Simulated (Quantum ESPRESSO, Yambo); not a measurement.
# A GW chain in Yambo: KI (Fm-3m), part 2 of 2

How does a plane-wave GW calculation on KI (Fm-3m) run from the first input to the gap?

Quantum ESPRESSO 7.5 and Yambo 5.3.0; PBE and many-body steps on it, plane waves. Known limits of the many-body steps: not at the basis limit; no spin-orbit coupling.

So far. Step 2 (Ground state): The gap is direct, at Γ. Step 3 (Bands along the symmetry lines): The gap is 3.968 eV, as in the run before at this level.

## 4. Empty states on the mesh, 4×4×4 mesh, 147 bands

Level of this step: DFT, PBE, plane waves, norm-conserving pseudopotentials (Quantum ESPRESSO).

The sums over transitions need many empty states on a uniform mesh; this step solves for them.

pw.in

```
&control
  calculation = 'nscf'
  prefix = 'x'
  outdir = 'o'
  pseudo_dir = 'pseudo'
/
&system
  ibrav = 0
  nat = 2
  ntyp = 2
  ecutwfc = 76.0
  nbnd = 147
  force_symmorphic = .true.
/
&electrons
  conv_thr = 1e-9
  electron_maxstep = 80
  diago_full_acc = .true.
  diago_thr_init = 5e-6
/
ATOMIC_SPECIES
  K 39.098 K.upf
  I 126.9 I.upf
CELL_PARAMETERS angstrom
  0.0000000000 3.5327750000 3.5327750000
  3.5327750000 0.0000000000 3.5327750000
  3.5327750000 3.5327750000 -0.0000000000
ATOMIC_POSITIONS crystal
  K 0.0000000000 0.0000000000 0.0000000000
  I 0.5000000000 0.5000000000 0.5000000000
K_POINTS automatic
  4 4 4 0 0 0
```

Launch:

```bash
> OMP_NUM_THREADS=1 mpirun -n 4 pw.x -nk 4 -in pw.in > pw.out
```

The program printed:

```text
[banner, memory and clock lines left out]
Program PWSCF v.7.5 starts

     Atomic positions and unit cell read from directory:
     o/x.save/

     Message from routine setup:
     using ibrav=0 with symmetry is DISCOURAGED, use correct ibrav instead

     G-vector sticks info

     bravais-lattice index     =            0
     lattice parameter (alat)  =       9.4413  a.u.
     unit-cell volume          =     595.0789 (a.u.)^3
     number of atoms/cell      =            2
     number of atomic types    =            2
     number of electrons       =        34.00
     number of Kohn-Sham states=          147
     kinetic-energy cutoff     =      76.0000  Ry
     charge density cutoff     =     304.0000  Ry
     Exchange-correlation= PBE
                           (   1   4   3   4   0   0   0)

     celldm(1)=   9.441258  celldm(2)=   0.000000  celldm(3)=   0.000000
     celldm(4)=   0.000000  celldm(5)=   0.000000  celldm(6)=   0.000000

     crystal axes: (cart. coord. in units of alat)
               a(1) = (   0.000000   0.707107   0.707107 )
               a(2) = (   0.707107   0.000000   0.707107 )
               a(3) = (   0.707107   0.707107  -0.000000 )

     reciprocal axes: (cart. coord. in units 2 pi/alat)
               b(1) = ( -0.707107  0.707107  0.707107 )
               b(2) = (  0.707107 -0.707107  0.707107 )
               b(3) = (  0.707107  0.707107 -0.707107 )
     Pseudo is Norm-conserving + core correction, Zval =  9.0
     Generated using ONCVPSP code by D. R. Hamann
     Using radial grid of 2222 points,  6 beta functions with:
     Pseudo is Norm-conserving + core correction, Zval = 25.0
     Generated using ONCVPSP code by D. R. Hamann
     Using radial grid of 1188 points,  8 beta functions with:
     K                 9.00    39.09800     K ( 1.00)
     I                25.00   126.90000     I ( 1.00)

     48 Sym. Ops., with inversion, found

   Cartesian axes

     site n.     atom                  positions (alat units)
         1        K      tau(   1) = (   0.0000000   0.0000000   0.0000000  )
         2        I      tau(   2) = (   0.7071068   0.7071068   0.7071068  )

     number of k points=     8
                       cart. coord. in units 2pi/alat
        k(    1) = (   0.0000000   0.0000000   0.0000000), wk =   0.0312500
        k(    2) = (   0.1767767   0.1767767  -0.1767767), wk =   0.2500000
        k(    3) = (  -0.3535534  -0.3535534   0.3535534), wk =   0.1250000
[...]
k(    7) = (  -0.7071068   0.0000000   0.0000000), wk =   0.0937500
        k(    8) = (  -0.7071068   0.3535534   0.0000000), wk =   0.1875000

     Dense  grid:    53377 G-vectors     FFT dimensions: (  54,  54,  54)

     The potential is recalculated from file :
     o/x.save/charge-density

     Starting wfcs are   18 randomized atomic wfcs +  129 random wfcs

     Band Structure Calculation

     End of band structure calculation

          k = 0.0000 0.0000 0.0000 (  6615 PWs)   bands (ev):

  -170.5835-117.4416-117.4416-117.4416 -39.8304 -39.8304 -39.8214 -39.8214
   -39.8214 -25.6599  -9.1471  -9.1471  -9.1471  -7.6826   2.8347   2.8347
     2.8347   6.8023   9.3581   9.3581   9.3581  10.0787  10.0787  12.6277
    15.5384  15.5384  15.5384  15.8454  15.8454  15.8454  17.8809  17.8809
[...]
[... 7 further rows ...]
[...]
70.8762  71.5904  71.5904

          k = 0.1768 0.1768-0.1768 (  6639 PWs)   bands (ev):

  -170.5835-117.4417-117.4416-117.4416 -39.8368 -39.8368 -39.8294 -39.8257
[...]
[... 7 further rows ...]
[...]
70.6238  70.7768  70.7768

          k =-0.3536-0.3536 0.3536 (  6658 PWs)   bands (ev):

  -170.5835-117.4418-117.4417-117.4417 -39.8399 -39.8399 -39.8382 -39.8285
[...]
41.5888  42.7574  42.7574  43.4954  43.4954  43.5600  43.5600  43.5875
     [... 7 further rows ...]
    68.8451  68.8451  69.9535  69.9830  69.9830  70.1362  71.7432  71.7432
    72.7317  72.7317  73.0523

          k = 0.3536 0.0000 0.0000 (  6643 PWs)   bands (ev):

     [... further k-points ...]

     highest occupied, lowest unoccupied level (ev):     2.8347    6.8023

     XML data file, pseudopotentials, collected wavefunctions
```

The job ended after 25 s (4 MPI ranks of Arm Neoverse V1, shared host; peak memory 0.56 GiB).

Numbers from this step:

* gap: 3.968 eV
* k of the valence top: 0, 0, 0
* k of the conduction bottom: 0, 0, 0
* least direct gap: 3.968 eV
* k points computed: 8
* lowest point of the top converged band, above the valence top: 67.9421 eV

On this mesh the gap is 3.968 eV.

## 5. Conversion and set-up

This step: Yambo 5.3.0; conversion and set-up on PBE, plane waves, norm-conserving pseudopotentials.

The states are converted to the many-body program's format and the q mesh is built.

Launch:

```bash
> (cd o/x.save; p2y > p2y.log; mv SAVE ../..); yambo > setup.log
```

The program printed:

```text
 Yambo, version 5.3.0

 [02] CORE Variables Setup
 =========================

  [02.01] Unit cells
  ==================

  Cell kind             :  FCC
  Atoms in the cell     :  K  I
  number of K  atoms    :  1
  number of I  atoms    :  1

  List of atomic masses
  Mass of K     :  39.09800
  Mass of I     :  126.9000

  List of atomic coordinates    : [cc]
  K1       :  0.000000  0.000000  0.000000  order 1
  I1       :  6.675977  6.675977  6.675977  order 2

  Alat factors          :  6.675977  6.675977  6.675977 [a.u.]
  Direct lattice volume :  595.0789 [a.u.]
  Direct lattice vectors:  A[ 1 ]  A[ 2 ]  A[ 3 ]
   A[ 1 ]:  0.000000  1.000000  1.000000  [iru]
   0.000000  6.675977  6.675977  [cc]
   A[ 2 ]:  1.000000  0.000000  1.000000  [iru]
   6.675977  0.000000  6.675977  [cc]
   A[ 3 ]:  1.000000  1.000000 -0.000000  [iru]
   6.675977  6.675977 -0.000000  [cc]

  Recip. lattice volume :  0.416836 [a.u.]
  Recip. lattice vectors:  B[ 1 ]  B[ 2 ]  B[ 3 ]
   B[ 1 ]: -0.500000  0.500000  0.500000  [iku]
  -0.470582  0.470582  0.470582  [cc]
   B[ 2 ]:  0.500000 -0.500000  0.500000  [iku]
   0.470582 -0.470582  0.470582  [cc]
   B[ 3 ]:  0.500000  0.500000 -0.500000  [iku]
   0.470582  0.470582 -0.470582  [cc]

  [02.02] Symmetries
  ==================

  Inversion symmetry    : yes
  Spatial inversion     : yes
  Inversion index       :  25
  K-space Time-reversal : no
  Magnetic symmetries   : no
  Group table correct   : yes
  Symmetries units      :  [cc]

   [S  1]:   1.0000      0.66965E-17  0.66965E-17  0.66965E-17   1.0000     -0.66965E-17 -0.66965E-17 -0.66965E-17   1.0000
   [S  2]:  -1.0000     -0.66965E-17  0.66965E-17 -0.66965E-17  -1.0000     -0.66965E-17  0.66965E-17  0.66965E-17   1.0000
   [S  3]:  -1.0000      0.66965E-17 -0.66965E-17 -0.66965E-17   1.0000      0.66965E-17  0.66965E-17 -0.66965E-17  -1.0000
[...]
[... 36 further rows ...]
   [S 47]:  0.66965E-17   1.0000     -0.66965E-17 -0.66965E-17  0.66965E-17  -1.0000       1.0000     -0.66965E-17  0.66965E-17
   [S 48]:  0.66965E-17  -1.0000      0.66965E-17 -0.66965E-17 -0.66965E-17   1.0000       1.0000      0.66965E-17 -0.66965E-17

  [02.03] Reciprocal space
  ========================

  nG shells         :   461
  nG charge         :   53377
  nG WFs            :   7773
  nC WFs            :   6710
  G-vecs. in first 46 shells:  [ Number ]
     1    9   15   27   51   59   65   89  113
    137   169   181   229   259   283   307   331   339
    387   411   459   531   537   561   609   645   701
[...]
1639
  ...
  Shell energy in first 46 shells:  [ mHa ]
[...]
8414.99      8857.89      9190.06      9300.78      9743.67      10075.8      10629.5      10961.6      11072.4
    11515.3      11847.4      11958.1      12733.2      12843.9      13286.8      13619.0      14172.6      14504.8
    14615.5
  ...

[...]
K/Q-points units:
  rlu = crystal or reduced units; cc = cartesian coordinates; iku = interal k-units

  K [1]          [rlu]:  0.000000  0.000000  0.000000
         WF components:   6615
  K [2]          [rlu]: -0.66843E-18 -0.66843E-18  0.25000
         WF components:   6639
  K [3]          [rlu]:  0.13369E-17  0.13369E-17 -0.50000
         WF components:   6658
  K [4]          [rlu]: -0.20426E-17  0.25000      0.25000
         WF components:   6643
  K [5]          [rlu]:  0.20221E-16  0.25000     -0.50000
         WF components:   6674
  [... 2 further k-points ...]
  K [8]          [rlu]:  0.250000 -0.500000 -0.250000
         WF components:   6652

  [02.05] Energies & Occupations
  ==============================

  [X] === General ===
  [X] Electronic Temperature                        :  0.000000  0.000000 [eV K]
  [X] Bosonic    Temperature                        :  0.000000  0.000000 [eV K]
  [X] Finite Temperature mode                       : no
  [X] El. density                                   :  0.38557E+24 [cm-3]
  [X] Fermi Level                                   :  2.834744 [eV]

  [X] === Gaps and Widths ===
  [X] Conduction Band Min                           :  3.967596 [eV]
  [X] Valence Band Max                              :  0.000000 [eV]
  [X] Filled Bands                                  :  17
  [X] Empty Bands                                   :   18  147
  [X] Direct Gap                                    :  3.967596 [eV]
  [X] Direct Gap localized at k                     :  1
  [X] Indirect Gap                                  :  3.967596 [eV]
  [X] Indirect Gap between kpts                     :  1  1
  [X] Last valence band width                       :  0.596216 [eV]
  [X] 1st conduction band width                     :  2.515619 [eV]

  E @ K [1]:  [eV]
  -173.4182 -120.2763 -120.2763 -120.2763  -42.6651  -42.6651  -42.6562  -42.6562
   -42.6562     -28.4947     -11.9819     -11.9819     -11.9819     -10.5174    -0.354233E-8 -0.234199E-8
   0.000000  3.967596  6.523315  6.523315  6.523315  7.243998  7.243998  9.792981
[...]
occ @ K [1]
[...]
E @ K [2]:  [eV]
[...]
occ @ K [2]
[...]
E @ K [3]:  [eV]
[...]
occ @ K [3]
[...]
E @ K [4]:  [eV]
[...]
occ @ K [4]
[...]
E @ K [5]:  [eV]
[...]
occ @ K [5]
[...]
[... 2 further k-points ...]
  E @ K [8]:  [eV]
[...]
occ @ K [8]
[...]
0.000000  0.000000  0.000000  0.000000  0.000000  0.000000  0.000000  0.000000
   0.000000  0.000000  0.000000  0.000000  0.000000  0.000000  0.000000  0.000000

 [03] Transferred momenta grid and indexing
 ==========================================

 IBZ Q-points                                      :   8
 BZ  Q-points                                      :   64

 K/Q-points units:
 rlu = crystal or reduced units; cc = cartesian coordinates; iku = interal k-units

 Q [1]          [rlu]:  0.000000  0.000000  0.000000
 Q [2]          [rlu]: -0.66843E-18 -0.66843E-18  0.25000
 Q [3]          [rlu]:  0.13369E-17  0.13369E-17 -0.50000
[...]
Q [7]          [rlu]:  0.40852E-17 -0.50000     -0.50000
 Q [8]          [rlu]:  0.250000 -0.500000 -0.250000

  [03.01] X indexes
  =================

   [03.01.01] Sigma indexes
   ========================

 [06] Game Over & Game summary
```

Wall time 3.5 s (1 MPI rank); peak memory 0.26 GiB.

## 6. Screening and self-energy, 4×4×4 mesh, 147 bands, screening to 149.7 eV

Now the one-shot GW correction: screening in the RPA, then the self-energy of the levels asked for.

This step: G0W0 on PBE, plane waves, norm-conserving pseudopotentials.

gw1.in

```
HF_and_locXC
gw0
dyson
ppa
em1d
rim_cut
RandQpts= 1000000
RandGvec= 1 RL
EXXRLvcs= 76 Ry
VXCRLvcs= 304 Ry
Chimod= "HARTREE"
% BndsRnXp
 1 | 147 |
%
NGsBlkXp= 11 Ry
% LongDrXp
 1 | 1 | 1 |
%
% GbndRnge
 1 | 147 |
%
DysSolver= "n"
ExtendOut
PPAPntXp= 27.21138 eV
% QPkrange
 1 | 1 | 16 | 19 |
%
```

Launch:

```bash
> OMP_NUM_THREADS=1 mpirun -n 4 yambo -F gw1.in -J gw1 -C gw1 > gw1.log
```

The program printed:

```text
 Yambo, version 5.3.0

 [02] CORE Variables Setup
 =========================

  [... cell, symmetries and grids as in the set-up ...]

  [02.05] Energies & Occupations
  ==============================

  [X] === General ===
  [X] Electronic Temperature                        :  0.000000  0.000000 [eV K]
  [X] Bosonic    Temperature                        :  0.000000  0.000000 [eV K]
  [X] Finite Temperature mode                       : no
  [X] El. density                                   :  0.38557E+24 [cm-3]
  [X] Fermi Level                                   :  2.834744 [eV]

  [X] === Gaps and Widths ===
  [X] Conduction Band Min                           :  3.967596 [eV]
  [X] Valence Band Max                              :  0.000000 [eV]
  [X] Filled Bands                                  :  17
  [X] Empty Bands                                   :   18  147
  [X] Direct Gap                                    :  3.967596 [eV]
  [X] Direct Gap localized at k                     :  1
  [X] Indirect Gap                                  :  3.967596 [eV]
  [X] Indirect Gap between kpts                     :  1  1
  [X] Last valence band width                       :  0.596216 [eV]
  [X] 1st conduction band width                     :  2.515619 [eV]

 [03] Transferred momenta grid and indexing
 ==========================================

 IBZ Q-points                                      :   8
 BZ  Q-points                                      :   64

 K/Q-points units:
 rlu = crystal or reduced units; cc = cartesian coordinates; iku = interal k-units

 Q [1]          [rlu]:  0.000000  0.000000  0.000000
 Q [2]          [rlu]: -0.66843E-18 -0.66843E-18  0.25000
 Q [3]          [rlu]:  0.13369E-17  0.13369E-17 -0.50000
 Q [4]          [rlu]: -0.20426E-17  0.25000      0.25000
 Q [5]          [rlu]:  0.31425E-16  0.25000      0.50000
 Q [6]          [rlu]:  0.13369E-17  0.25000     -0.25000
 Q [7]          [rlu]:  0.40852E-17 -0.50000     -0.50000
 Q [8]          [rlu]:  0.250000 -0.500000 -0.250000

 [04] Coloumb potential Random Integration (RIM)
 ===============================================

  [04.01] RIM initialization
  ==========================

  * Diagonal components only detected *

  8 x (sBL volume)        :  0.052104 [a.u.]
  sBZ random points       :  1000000
  Points outside the sBZ  :   7968281
  RL volume               :  0.416836 [a.u.]
  Integrated volume       :  0.418495 [a.u.]

  [04.02] RIM integrals
  =====================

  Gamma point sphere radius             :  0.067750 [a.u.]
  Points outside the sphere             :   800476
  [Int_sBZ(q=0) 1/q^2]*(Vol_sBZ)^(-1/3) =:  7.776341
                                 should be <:  7.795600

  Summary of Coulomb integrals for non-metallic bands |Q|[au] RIM/Bare

  Q [1] 0.100000E-4 0.997530 * Q [2] 0.203768 1.068480
  Q [4] 0.235291 1.066792 * Q [6] 0.332752 1.029814
  Q [5] 0.390186 1.022655 * Q [3] 0.407536 1.020683
  Q [7] 0.470582 1.017590 * Q [8] 0.526126 1.014612

 [05] Dipoles
 ============

  [05.01] Setup: observables and procedures
  =========================================

 [06] Dynamic Dielectric Matrix (PPA)
 ====================================

 [WR./gw1//ndb.pp]---------------------------------------------------------------
  Brillouin Zone Q/K grids (IBZ/BZ)                :    8   64    8   64
  RL vectors                                       :   7799 [WF]
  Coulomb cutoff potential                         : none
  Electronic Temperature                           :  0.000000 [K]
  Bosonic    Temperature                           :  0.000000 [K]
  PPA    diel. fun.  energies                      : Perdew, Burke & Ernzerhof(X)+Perdew, Burke & Ernzerhof(C)
  wavefunctions                                    : Perdew, Burke & Ernzerhof(X)+Perdew, Burke & Ernzerhof(C)
  Global Gauge                                     : length
  X matrix size                                    :   387
  X band range                                     :    1  147
  X e/h energy range                               : -1.000000 -1.000000 [eV]
  X Time ordering                                  : R
  X Hxc Kernel                                     : HARTREE
  X Drude frequency                                :  0.000000  0.000000
  X poles                                          :  100.0000 [o/o]
  RL vectors in the sum                            :   7799
  [r,Vnl] included                                 : yes
  Field direction                                  :  0.577350E-5  0.577350E-5  0.577350E-5
  BZ energy Double Grid                            : no
  BZ energy DbGd points                            : 0
  BZ Q point size factor                           : -1.000000
  X Optical Averaged directions                    : none

 [07] Local Exchange-Correlation + Non-Local Fock
 ================================================

 [VXC] Plane waves :   53377
 [EXS] Plane waves :   6735

 QP @ state[ 1 ] K range:  1  1
 QP @ state[ 1 ] b range:  16  19

 [xc] Functional : Perdew, Burke & Ernzerhof(X)+Perdew, Burke & Ernzerhof(C)
 [xc] LIBXC used to calculate xc functional
  PP Number of Atomic Species                      :  2
  NLCC RL compoments                               :   53377
  PP Number of Atomic Species                      :  2
  NLCC RL compoments                               :   53377

 [xc] E_xc :  -26.22148 [Ha]
      E_xc :  -52.44295 [Ry]

  Local XC kind (lXC) : Perdew, Burke & Ernzerhof(X)+Perdew, Burke & Ernzerhof(C)
  Non-Local XC kind (nlXC) : Hartree-Fock

  Corrections @ K [1] :  [eV]
 <16|nlXC|16> = -16.25152  0.94330E-17 <16|lXC|16> = -13.18414  0.56645E-15
 <17|nlXC|17> = -16.25155 -0.74508E-17 <17|lXC|17> = -13.18414  0.56645E-15
 <18|nlXC|18> = -3.749258 -0.45663E-19 <18|lXC|18> = -7.190464 -0.28323E-15
 <19|nlXC|19> = -3.670630  0.55205E-18 <19|lXC|19> = -7.985013  0.70804E-16

 [08] Dyson equation: Newton solver
 ==================================

  [08.01] G0W0 (W PPA)
  ====================

  [  GW  ] Bands range     :    1  147
  [GW/PPA] G damping       :  0.100000 [eV]

  QP @ state[ 1 ] K range:  1  1
  QP @ state[ 1 ] b range:  16  19

   Sc/G bands                                       :    1  147
   Sc/G damping                                     :  0.100000 ev
   Sc bands terminator                              : no
   Sx RL components                                 :   6735

   QP @ state[ 1 ] K range                          :  1  1
   QP @ state[ 1 ] b range                          :  16  19
   GF energies kind                                 : Perdew, Burke & Ernzerhof(X)+Perdew, Burke & Ernzerhof(C)
   GF WF`s kind                                     : Perdew, Burke & Ernzerhof(X)+Perdew, Burke & Ernzerhof(C)
   Xs energies kind                                 : Perdew, Burke & Ernzerhof(X)+Perdew, Burke & Ernzerhof(C)
   Xs WF`s kind                                     : Perdew, Burke & Ernzerhof(X)+Perdew, Burke & Ernzerhof(C)

 [11] Game Over & Game summary
```

Elapsed: 4 min, on 4 MPI ranks; peak memory 2.1 GiB; 16 min of CPU time.

Numbers from this step:

```yaml
g0w0_gap_on_the_points_computed: 6.025 eV
starting_gap_on_the_mesh: 3.968 eV
k_of_the_valence_top: 0, 0, 0
k_of_the_conduction_bottom: 0, 0, 0
least_direct_g0w0_gap_on_the_computed_points: 6.025 eV
z_at_the_valence_top: 0.8264
z_at_the_conduction_bottom: 0.8632
```

The gap on the mesh goes from 3.97 eV to 6.02 eV, a correction of +2.06 eV.

Limits: finite bands, cutoff and mesh; no spin-orbit coupling. v1 is the top filled band, c1 the lowest empty one. Levels before and after the correction, in eV, zero at the valence-band top of each column:

|  | conduction bottom | valence top |
| --- | --- | --- |
| Kohn-Sham | 3.97 | 0.00 |
| G0W0 | 6.02 | 0.00 |

|  | level | energy (eV) |
| --- | --- | --- |
| Kohn-Sham | Γ v2-v1 | 0.000 |
| Kohn-Sham | Γ c1 | 3.968 |
| Kohn-Sham | Γ c2 | 6.523 |
| G0W0 | Γ v2-v1 | 0.000 |
| G0W0 | Γ c1 | 6.025 |
| G0W0 | Γ c2 | 9.205 |

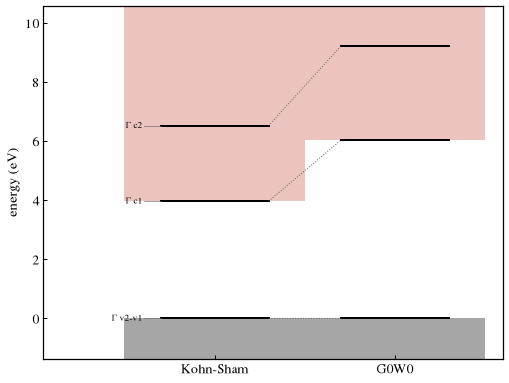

Levels before and after the correction. Shaded: valence and conduction bands.

## 7. Where the time went

Times are wall times on the hardware named with each run, good to a factor of about two.

| step | time | share | memory (GiB) |
| --- | --- | --- | --- |
| ground state | 14 s | 5 % | 0.37 |
| bands along the symmetry lines | 16 s | 5 % | 0.29 |
| empty states on the mesh | 25 s | 8 % | 0.56 |
| conversion and set-up | 3.5 s | 1 % | 0.26 |
| screening and self-energy | 4 min | 80 % | 2.1 |

## 8. Summary of results

| Property | Result |
| --- | --- |
| PBE gap | 3.97 eV, direct |
| G0W0 gap on the mesh | 6.02 eV |
| GW settings | 4×4×4 mesh, 147 bands, screening to 149.7 eV, Godby-Needs plasmon pole |
| known limits | not at the basis limit; no spin-orbit coupling |

G0W0 moves the gap on the mesh from 3.97 eV to 6.02 eV (+2.06 eV), with Z of 0.83 and 0.86 at the edges. Only 1 of the mesh's irreducible points was corrected, so a valley elsewhere could overtake. The dearest step here is «screening and self-energy». Bands and cutoff are finite, so the gap is not at the basis limit. The miss can reach some tenths of an eV and take either sign; the mesh is an error of its own. In the G0W0 run levels were corrected at 1 k point alone, so a gap called «on the mesh» is the least over those, and an edge elsewhere would be missed. The many-body steps are scalar-relativistic: spin-orbit coupling is not in them.

[Paths, hosts, dates, memory and timing lines, banners, echoed tables and standing remarks are left out of the program output.]

[Logs are printed without paths, hosts, clocks, repeated set-up lines and the standing remarks that a program may print on its own settings, such as how far it seeks lower states.]

[Runs of the session that timed out or met a known fault of the program may be left out.]

[Hosts, paths, dates, database ids (printed as entryN), source tags and the programs' standing remarks are cut or masked in the printed files.]
